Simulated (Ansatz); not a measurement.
Base system: NaF in the rock salt structure (space group Fm-3m, No. 225; a = 4.629 Å). Axes: x, y, z lie along the cube axes.

The change: the cell is compressed by 0.50 % along z with no lateral relaxation, atoms relaxed at fixed cell.

Calculations: Kohn–Sham DFT with the PBEsol functional, run in Ansatz (an electronic-structure program) with PAW and 420 eV plane waves, no SOC.

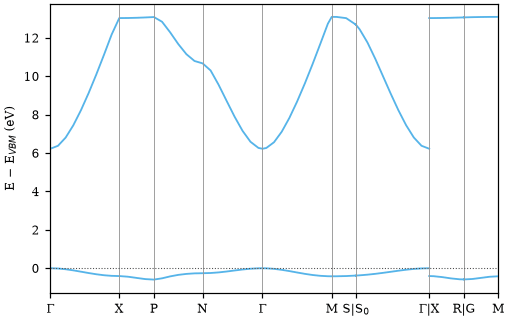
Figure: Highest valence and lowest conduction band along the path of the changed cell's own zone

The gap is 6.22 eV, direct at Γ; the base has 6.20 eV.

The cells carry an imposed strain or load. Whether these cells are dynamically stable was not tested. Labels are those of the standard path for the cell's own space group.
